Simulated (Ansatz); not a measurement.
One crystal and one scan (scan of one atom of the cell) at two levels, PBE-D3(BJ) (plane waves to 420 eV, PAW, scalar-relativistic; Ansatz, a quantum-chemistry and plane-wave program) and r2SCAN+rVV10 (plane waves to 500 eV, PAW, scalar-relativistic; Ansatz), each from its own relaxed cell and on its own mesh. The cell shown is that of PBE-D3(BJ).

Starting cell, C (graphite type, space group P6_3/mmc):

```
C
1.0
    2.46498     0.00000     0.00000
   -1.23249     2.13473     0.00000
    0.00000     0.00000     6.72886
C
4
Direct
  0.00000   0.00000   0.25000
  0.00000   0.00000   0.75000
  0.33333   0.66667   0.25000
  0.66667   0.33333   0.75000
```

Scan: atom 1 (C, nearest neighbour C at 1.423 Å; its periodic images, 2.5 Å or more away, move with it) is displaced along Cartesian [110], direction (0.707, 0.707, 0.000) in Cartesian axes, by s. The other atoms stay.

E stands for the smeared free energy. C was relaxed with its symmetry unable to fall. The PAW data are Ansatz's earlier set. With partly filled bands, energies and forces of such displacements shift with the k mesh and the smearing. Percentages come from the unrounded values. Both scans cover s from -0.140 to 0.140 Å.

```
quantity                                                          PBE-D3(BJ)  r2SCAN+rVV10  PBE-D3(BJ) − r2SCAN+rVV10
----------------------------------------------------------------  ----------  ------------  -------------------------
Lattice constant a (Å)                                                 2.465         2.455            +0.010 (+0.4 %)
Lattice constant c (Å)                                                 6.729         6.670            +0.059 (+0.9 %)
Relaxed volume (Å³/atom)                                                8.85          8.71             +0.14 (+1.7 %)
Energy at s = 0.140 Å (meV/cell)                                         483           506               -23 (-4.5 %)
Force along the line at s = -0.140 Å (eV/Å)                            8.536         8.891            -0.355 (-4.0 %)
Force constant k = d²E/ds² at s = 0 (finite differences) (eV/Å²)       52.05         54.40             -2.35 (-4.3 %)
```

PBE-D3(BJ) gives the higher value for: lattice constant a; lattice constant c; relaxed volume. PBE-D3(BJ) gives the lower value for: energy at s = 0.140 Å; force along the line at s = -0.140 Å; force constant k = d²E/ds² at s = 0. Both give the same symmetry of the curve: not even: the negative side lies higher at ±0.140 Å.

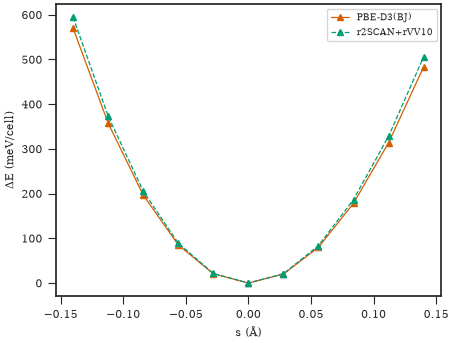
ΔE, each from the undisplaced structure of its own level.

(For displaced atoms, the force is minus the slope of the energy, and its curvature is a force constant, which sets phonon frequencies.)
